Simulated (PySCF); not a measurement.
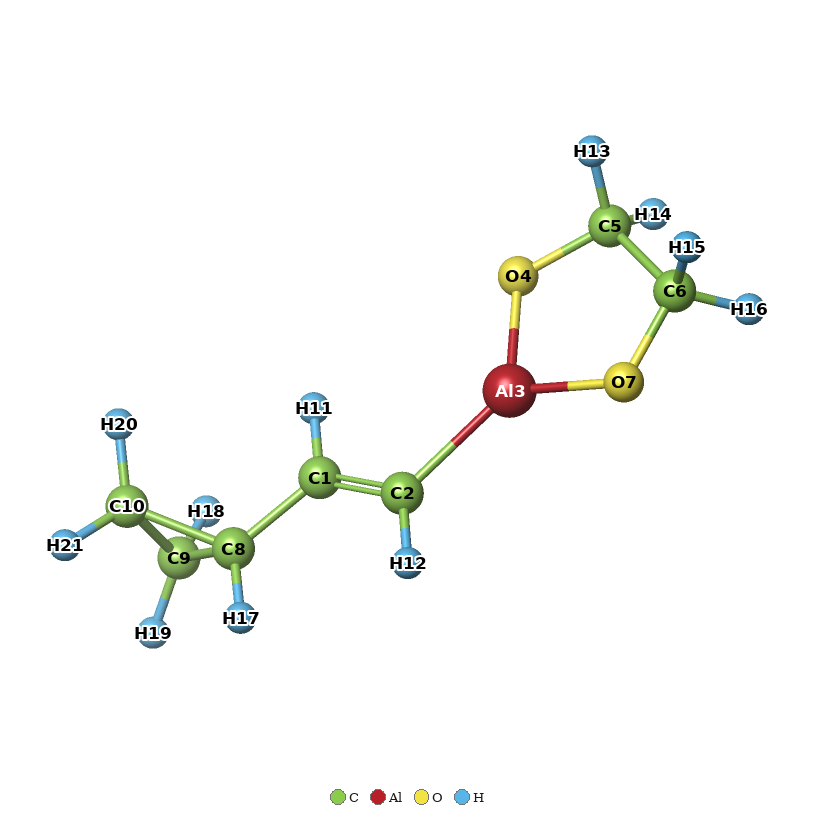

The computed structure is the end point of a GFN2-xTB optimisation. No frequency run is at hand to confirm it as a minimum. Electric field gradients from the ground-state density, PBE0/pcSseg-1 (PySCF 2.14.0), non-relativistic apart from any core potentials.

Give the largest field-gradient component, the quadrupole coupling constant and the asymmetry for 27Al at Al3 (Q = 146.6 mb), 17O at O4 (Q = −25.6 mb), 17O at O7 (Q = −25.6 mb).

| atom | V_zz (a.u.) | e²qQ/h (MHz) | η |
| --- | --- | --- | --- |
| Al3 | 0.994 | 34.2 | 0.99 |
| O4 | 1.689 | −10.16 | 0.13 |
| O7 | 1.681 | −10.11 | 0.12 |

The geometry is semi-empirical. Around Al such bond lengths and angles can be off by a tenth of an ångström or more and by several degrees, and values that hang on the shape move with them.
